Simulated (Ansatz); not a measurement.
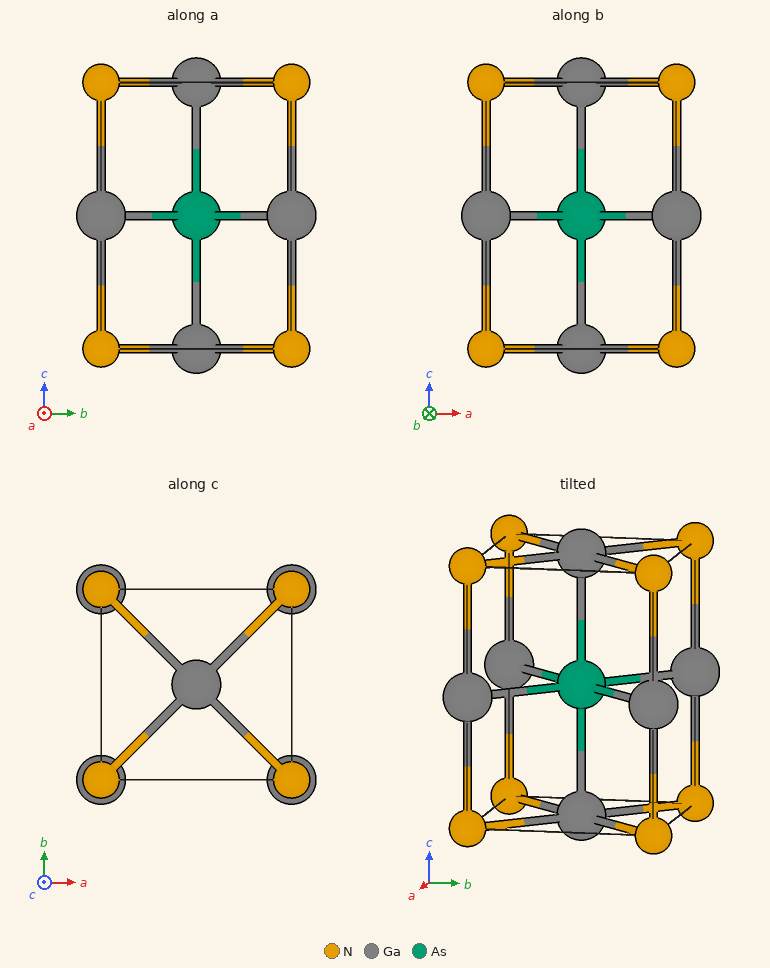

Crystal structure, ball-and-stick style, seen along the a axis, along the b axis, along the c axis and slightly off an axis. The frame is the conventional unit cell; atoms at its boundary are shown with their periodic copies.

Lattice parameters: a = 3.4639 Å, b = 3.4639 Å, c = 4.8450 Å, α = 90.000°, β = 90.000°, γ = 90.000°.

Reconstruct the structure as a CIF in P1 with every atom of the cell.

```cif
data_structure
_symmetry_space_group_name_H-M 'P 1'
_symmetry_Int_Tables_number 1
_cell_length_a 3.4639
_cell_length_b 3.4639
_cell_length_c 4.8450
_cell_angle_alpha 90.000
_cell_angle_beta 90.000
_cell_angle_gamma 90.000
_cell_volume 58.13
loop_
_atom_site_label
_atom_site_type_symbol
_atom_site_fract_x
_atom_site_fract_y
_atom_site_fract_z
_atom_site_occupancy
N1 N 0.0000 0.0000 0.0000 1
Ga1 Ga 0.0000 0.0000 0.5000 1
As1 As 0.5000 0.5000 0.5000 1
Ga2 Ga 0.5000 0.5000 0.0000 1
```

The structure comes from a structure type filled with these elements by a generator (whether the compound takes this form wasn't checked). Earlier steps of the study, as a rule a relaxation of our own, may have changed the cell and positions, so they can lie some per cent off the listed ones. It was the input of a calculation with Ansatz.
